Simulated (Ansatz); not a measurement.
Fields on a plane of Sr (fcc, Cu type)

```yaml
crystal:
  lattice:
    - [0.00000, 3.01470, 3.01470]
    - [3.01470, 0.00000, 3.01470]
    - [3.01470, 3.01470, 0.00000]
  atoms:
    - { symbol: Sr, position: [0.00000, 0.00000, 0.00000] }
```

The slice is a {110} plane (indices of the conventional cell) through the point (0.000, 0.000, 0.000) (fractional), spanned by u = [100] and v = [1 -1 -1] in vectors of this cell: u (4.26 Å) and v (6.03 Å, at 90° to u). It covers one period; positions are fractions (u, v).

Atoms on it: Sr at (0.00, 0.00).

The numbers are results of PBE (plane waves to 420 eV, PAW, scalar-relativistic; Ansatz, a first-principles code), not measurements. k mesh 13×13×13. These are valence fields of a PAW run, semicore shells included where kept as valence: close to a nucleus they are smooth pseudo fields. Sr was relaxed with its symmetry unable to fall.

```
|@@@%+-.    .-+%@@|
|@@@#=:      :=#@@|
|%%#+-.      .-+#%|
|*+=-.        .-=+|
|--:.          .:-|
|..              .|
|                 |
|                 |
|                 |
|                 |
|                 |
|                 |
|                 |
|                 |
|                 |
|                 |
|                 |
|..              .|
|--:.          .:-|
|*+=-.        .-=+|
|%%#+-.      .-+#%|
|@@@#=:      :=#@@|
|@@@%+-.    .-+%@@|
|#@@%*-.    .-*%@@|
```
Scale: ten equal steps from -1.40 (start of ' ') to 0.43 (end of '@'), in the order ' .:-=+*#%@'. Values: log₁₀ of the valence density in e/Å³. The map has 17 points along u (one character each, u = 0 at the left) and 24 along v (v = 0 in the bottom row). The scale is logarithmic, as a density can span decades between atoms and voids.

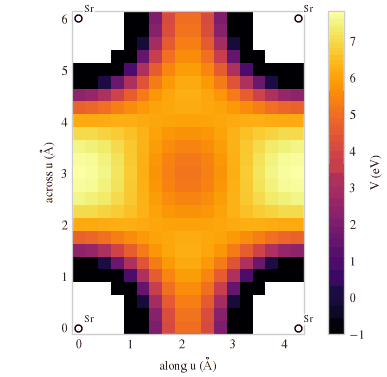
Electrostatic potential energy of an electron, from the cell's mean, in eV, one period of the plane, atoms marked. Points within 1 Å of a nucleus are left white, as the pseudised field means little there. Values under -1 eV are set to -1. The zero, the cell's mean, hangs on the PAW cores.

The density on the Sr–Sr line (4.26 Å) at its midpoint comes out as 0.04 e/Å³. The ELF at that point is 0.3.
